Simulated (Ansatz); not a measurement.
# ClFH4O2Si2: the cost of one run

Computed with Ansatz 0.2.0. Level: RKS PBE0-D4/def2-SVP.

### Step 1. Starting geometry

SMILES `O[Si](O)(F)[SiH2]Cl`, 10 atoms, charge 0, spin multiplicity 1.

Atoms are counted from 1 here; the program's logs count them from 0.

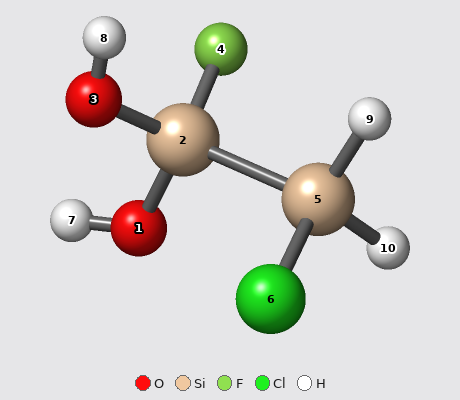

Start geometry, drawn with colours as in the key; atoms are numbered from 1 in the order of the file.

As a file:

```xyz
10
ClFH4O2Si2
O    -1.3678    0.7479   -1.2521
Si   -0.2898   -0.3364   -0.6159
O     1.0293   -0.3891   -1.6352
F    -0.9273   -1.8508   -0.5385
Si    0.1614    0.3085    1.5883
Cl    1.2641    2.0826    1.5314
H    -1.4063    0.7792   -2.2259
H     1.6454   -1.1326   -1.5118
H     0.9863   -0.7419    2.2801
H    -1.0954    0.5327    2.3796
```

This geometry comes from a loose relaxation at PBE in a small basis, which is not shown.

### Step 3. The grid

First coordinate, angle O1–Si2–F4: 9 values from 76.3 to 146.3 °. Second coordinate, angle H10–Si5–Si2: 9 values from 66.9 to 156.9 °.

Nothing else is relaxed (all other coordinates rigid). Energies count from the relaxed molecule at the same level. Points are written as (first, second).

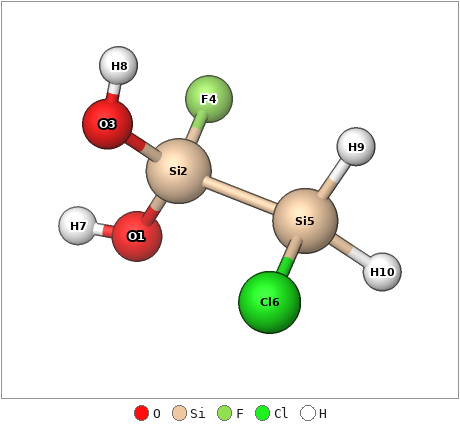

The geometry at (93.8°, 134.4°).

(The set-up runs are not shown.)

### Step 4. Point (111.3°, 111.9°)

Contents of input.yaml:

```yaml
crystal:
  periodic: [false, false, false]
  atoms:
    - { symbol: O, position_ang: [-1.340115, 0.743886, -1.255548] }
    - { symbol: Si, position_ang: [-0.286554, -0.332678, -0.610076] }
    - { symbol: O, position_ang: [1.023932, -0.416331, -1.608221] }
    - { symbol: F, position_ang: [-0.93758, -1.822453, -0.531014] }
    - { symbol: Si, position_ang: [0.163379, 0.305925, 1.584819] }
    - { symbol: Cl, position_ang: [1.197991, 2.105162, 1.532159] }
    - { symbol: H, position_ang: [-1.368284, 0.814748, -2.215766] }
    - { symbol: H, position_ang: [1.611424, -1.173958, -1.534504] }
    - { symbol: H, position_ang: [1.023698, -0.709177, 2.261271] }
    - { symbol: H, position_ang: [-1.085343, 0.487249, 2.37813] }
basis:
  gaussian: { orbitals: def2-SVP }
hamiltonian:
  xc: pbe0
  dispersion: d4
output:
  forces: true
```

Run with:

```console
$ ansatz run input.yaml --threads 1 --pin off --max-ram 2560MiB --backend cpu --events-out ev --progress --plain --runs-dir out
```

**Question.** How long does this run take on 1 thread of Arm Neoverse V2, shared host, and how much memory does it need?

About 4.8 s, with a peak of 0.25 GiB.
